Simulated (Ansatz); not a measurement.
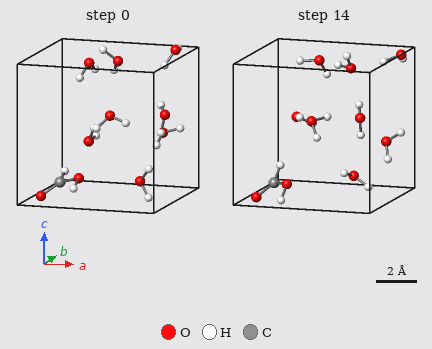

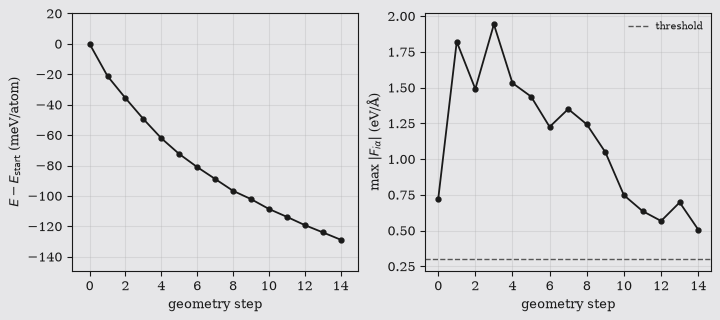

First and last geometry of a relaxation of an amorphous cell of composition H18CO10, with the history of the run. A ball-and-stick model of the cell of the calculation, seen slightly off an axis.

The cell holds 8 H2O + 1 HCOOH. The run prepares the start of a later molecular dynamics calculation, from a guessed geometry.

Theory: DFT PBE, scalar-relativistic, plane waves, PAW in Ansatz 0.2.0.

The input:
```yaml
crystal:
  lattice:
    - [7.330417, 0.0, 0.0]
    - [0.0, 7.330417, 0.0]
    - [0.0, 0.0, 7.330417]
  atoms:
    - { symbol: O, position: [0.5694219, 0.5120807, 0.9633048] }
    - { symbol: H, position: [0.5113858, 0.5991903, 0.8826701] }
    - { symbol: H, position: [0.4725102, 0.4745665, 1.0449077] }
    - { symbol: O, position: [0.9291705, 0.7025929, 1.0301807] }
    - { symbol: H, position: [0.9048521, 0.8318701, 1.017761] }
    - { symbol: H, position: [0.8670745, 0.6483243, 0.9269468] }
    - { symbol: O, position: [0.7866086, 0.8537215, 0.4069221] }
    - { symbol: H, position: [0.913131, 0.856287, 0.4449187] }
    - { symbol: H, position: [0.7764562, 0.7419967, 0.3371171] }
    - { symbol: O, position: [0.7890316, 0.3377336, 0.1554889] }
    - { symbol: H, position: [0.8596089, 0.3142629, 0.0462817] }
    - { symbol: H, position: [0.867096, 0.2959998, 0.2535831] }
    - { symbol: O, position: [0.9833247, 0.3027043, 0.644192] }
    - { symbol: H, position: [0.9192607, 0.4086589, 0.6903184] }
    - { symbol: H, position: [0.9546687, 0.3016671, 0.5152114] }
    - { symbol: O, position: [0.2554819, 0.8112593, 0.3213475] }
    - { symbol: H, position: [0.3114581, 0.7581866, 0.4286238] }
    - { symbol: H, position: [0.2668868, 0.9415008, 0.3404606] }
    - { symbol: O, position: [0.2679732, 0.783169, 0.8835595] }
    - { symbol: H, position: [0.2741363, 0.8989172, 0.8201355] }
    - { symbol: H, position: [0.227233, 0.698132, 0.7910004] }
    - { symbol: O, position: [0.6081294, 0.2168188, 0.6312817] }
    - { symbol: H, position: [0.7316689, 0.1944259, 0.5901141] }
    - { symbol: H, position: [0.5336479, 0.1440516, 0.5499449] }
    - { symbol: O, position: [0.3929114, 0.17453, 0.1825674] }
    - { symbol: C, position: [0.2312466, 0.2469196, 0.1319189] }
    - { symbol: O, position: [0.116581, 0.169522, 0.0412701] }
    - { symbol: H, position: [0.3957149, 0.050991, 0.1314662] }
    - { symbol: H, position: [0.220144, 0.3860946, 0.1854867] }
basis:
  ecutwfc: 420.0
kpoints:
  mp_grid: { grid: [1, 1, 1] }
hamiltonian:
  xc: pbe
scf:
  occupations: { method: fermi_dirac, width: 0.02 }
  lower_state_search: "off"
relax:
  f_tol: 0.3
  max_steps: 15
  adjacent_minimum: "off"
```

Launched with:
```bash
ansatz run input.yaml --threads 1 --pin off --max-ram 3072MiB --backend cpu --events-out ev --progress --plain --runs-dir out
```

**Did the run converge, and what did it change?**

The relaxation stopped without meeting its thresholds, so the last structure isn't shown to be converged. It used up its limit of 15 steps. Over 14 geometry steps the energy falls by 129 meV per atom. The largest force component goes from 0.72 to 0.51 eV/Å. H3 moves most: 1.51 Å roughly along +a. Largest moves by element: H 1.51 Å, O 1.39 Å, C 0.35 Å. The cell doesn't change. Among the contacts that change: O25–H28 0.980 → 1.021 Å, O22–H23 0.969 → 1.001 Å, O25–C26 1.350 → 1.328 Å, O10–H11 0.969 → 0.989 Å. Bond angles that change, for instance: C26–O25–H28 106.0° → 110.2°, H20–O19–H21 104.0° → 107.6°, O27–C26–H29 125.5° → 122.8°.

```tsv
step	E − E(0), meV/atom	largest force component, eV/Å
0	0.00	0.7182
1	-21.19	1.8213
2	-35.66	1.4908
3	-49.39	1.9429
4	-62.04	1.5321
5	-72.41	1.4378
6	-80.99	1.2257
7	-88.80	1.3505
8	-96.62	1.2434
9	-102.06	1.0485
10	-108.54	0.7476
11	-113.72	0.6369
12	-119.15	0.5676
13	-123.92	0.6974
14	-128.75	0.5070
```

Limits of the set-up: the periodic images lie only 7.3 Å apart, so the values are limited by the cell's size.
